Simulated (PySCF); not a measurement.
**Si3H7F: NMR shielding calculation**

System: Si3H7F.
Method: GIAO PBE0/pcSseg-1 NMR shielding, non-relativistic, gas phase (PySCF 2.14.0).

The geometry comes from this level: GFN2-xTB. Figures and captions count atoms from 1; the log counts them from 0 in places.

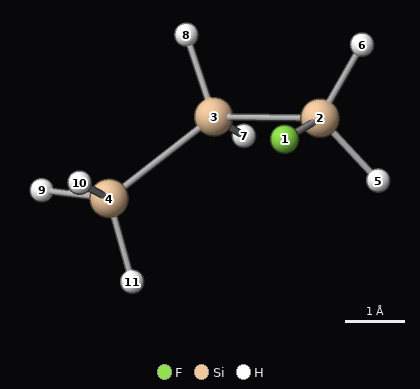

The input geometry (ball-and-stick view, seen at a tilt; atoms are numbered from 1 in the order of the input).

Summary:

| quantity | value |
| --- | --- |
| outcome | converged |
| total energy | −972.057078 hartree |
| HOMO | −8.54 eV |
| LUMO | −1.08 eV |
| dipole moment | 1.65 D |
| isotropic shielding, F | 430.1 ppm |
| isotropic shielding, Si | 334.1 to 480.6 ppm |
| isotropic shielding, H | 25.9 to 28.5 ppm |
| hardware | 1 CPU thread, shared host |
| wall time | 37 s |
| peak memory | 0.59 GiB |

The input:
```
{"job": {"xc": "PBE0", "basis": "pcSseg-1", "kind": "nmr", "pop": true}, "charge": 0, "multiplicity": 1}
F     -1.664791     1.327247    -1.230802
Si    -1.973551     0.083942    -0.239189
Si     0.013875    -0.377344     0.841367
Si     1.958483     0.115730    -0.323691
H     -2.472718    -0.933158    -1.161210
H     -3.101098     0.585659     0.541615
H     -0.015857    -1.802218     1.221238
H      0.010601     0.310768     2.146274
H      3.174955    -0.115066     0.462002
H      1.994889     1.515260    -0.752775
H      2.080637    -0.708149    -1.530792
```

The first line tells a small driver script what to run in PySCF; the rest is the geometry in Å.

Command:
```bash
OMP_NUM_THREADS=1 python <driver script> task.json out
```

Output:
```
coarse grid: 10304 points
cycle   1  E = -971.9826667061  dE = -7.592e-02  |g| = 5.393e-01  |ddm| = 2.850e+00
cycle   2  E = -971.9170426301  dE =  6.562e-02  |g| = 8.660e-01  |ddm| = 1.178e+00
cycle   3  E = -972.0310054101  dE = -1.140e-01  |g| = 3.005e-02  |ddm| = 7.530e-01
cycle   4  E = -972.0311567592  dE = -1.513e-04  |g| = 1.177e-02  |ddm| = 4.613e-02
cycle   5  E = -972.0311911965  dE = -3.444e-05  |g| = 1.807e-03  |ddm| = 1.739e-02
cycle   6  E = -972.0311924580  dE = -1.261e-06  |g| = 4.290e-04  |ddm| = 3.585e-03
final grid: 84992 points
cycle   7  E = -972.0570775867  dE = -1.288e-05  |g| = 1.549e-03  |ddm| = 9.839e-03
cycle   8  E = -972.0570776646  dE = -7.785e-08  |g| = 9.153e-04  |ddm| = 1.465e-03
cycle   9  E = -972.0570777530  dE = -8.840e-08  |g| = 3.882e-04  |ddm| = 9.613e-04
cycle  10  E = -972.0570777748  dE = -2.185e-08  |g| = 4.065e-05  |ddm| = 2.844e-04
cycle  11  E = -972.0570777751  dE = -3.242e-10  |g| = 1.315e-05  |ddm| = 6.567e-05
```

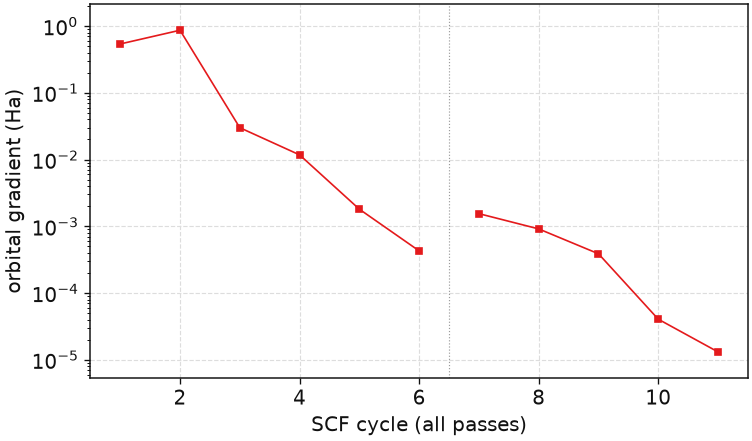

Convergence of the self-consistent field: orbital gradient against the SCF cycle. The dotted line marks the change from a coarse to the final integration grid. The first 6 cycles use a coarse grid, the final grid takes over at cycle 7, and the field converges after 11 cycles in all.

```
converged SCF energy = -972.0570777751

GIAO shielding tensors (ppm)
atom      isotropic    diamagn.    paramagn.     s11        s22        s33       span
  0 F      430.087     471.367     -41.280    367.789    456.337    466.136     98.347
  1 Si     334.134     877.062    -542.928    245.410    317.342    439.649    194.239
  2 Si     480.563     881.808    -401.245    463.671    484.414    493.605     29.934
  3 Si     465.448     879.919    -414.472    455.363    463.970    477.010     21.647
  4 H       25.997      28.318      -2.321     22.640     24.882     30.470      7.829
  5 H       25.851      27.820      -1.969     22.430     24.669     30.453      8.022
  6 H       28.548      29.723      -1.174     25.291     25.947     34.407      9.116
  7 H       28.245      29.767      -1.522     24.718     25.833     34.182      9.464
  8 H       28.027      28.602      -0.575     24.575     25.539     33.967      9.392
  9 H       28.023      29.019      -0.996     24.382     26.242     33.443      9.061
 10 H       28.061      29.026      -0.965     24.654     25.864     33.666      9.012
```

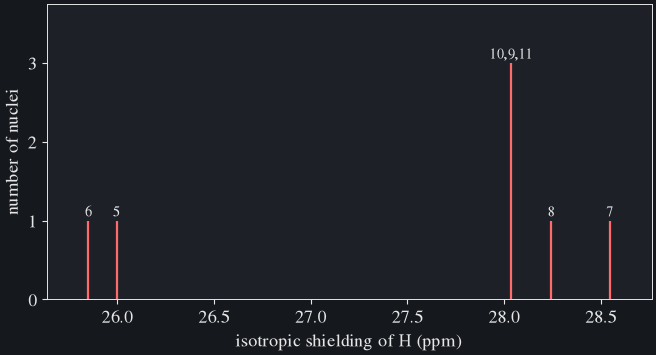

Isotropic shieldings of the hydrogen nuclei in this fixed geometry, labelled by atom number; shielding grows to the right, so chemical shift grows to the left. The least shielded is H6 (25.9 ppm), the most shielded H7 (28.5 ppm).

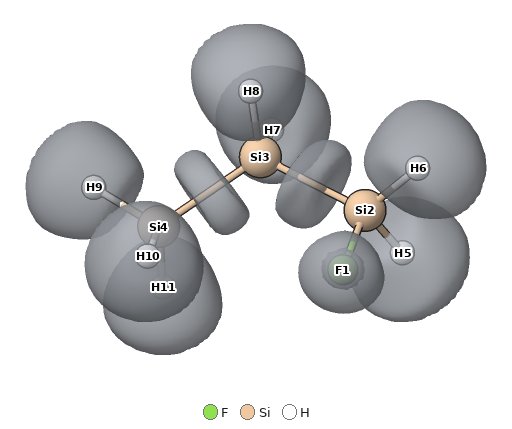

Isosurface of the ELF at 0.75 (grey), seen at a tilt. Core shells and regions of very low density are left out. Profiles from the grid: Si–F (1.62 Å): the ELF peaks at about 0.85 between the atoms. Si–Si (2.31 Å): the ELF peaks at about 1 between the atoms, which marks a shared electron pair.

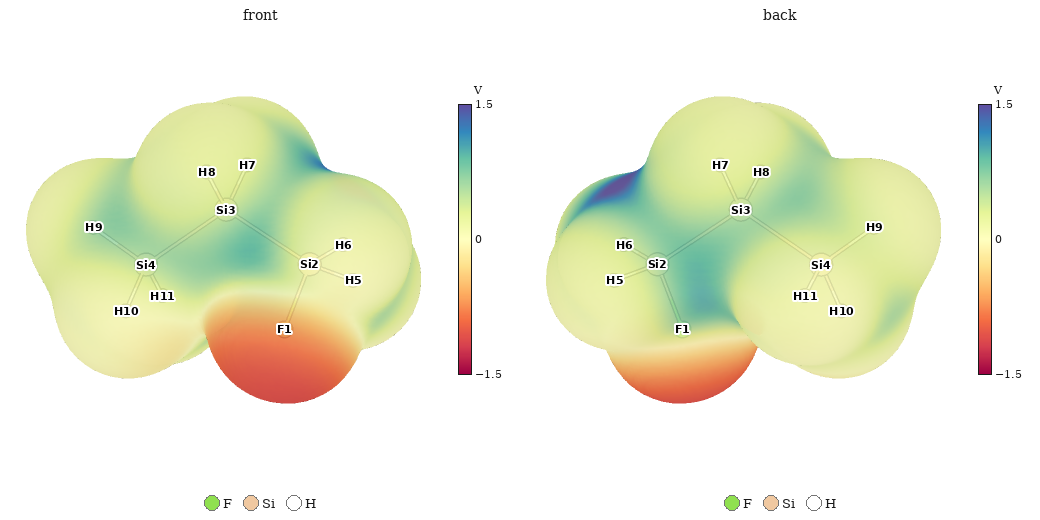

The electrostatic potential painted on the density surface at 0.001 e/bohr³, seen at a tilt and from behind; red is negative and blue positive. A positive charge is drawn to the negative regions and a negative charge to the positive ones.
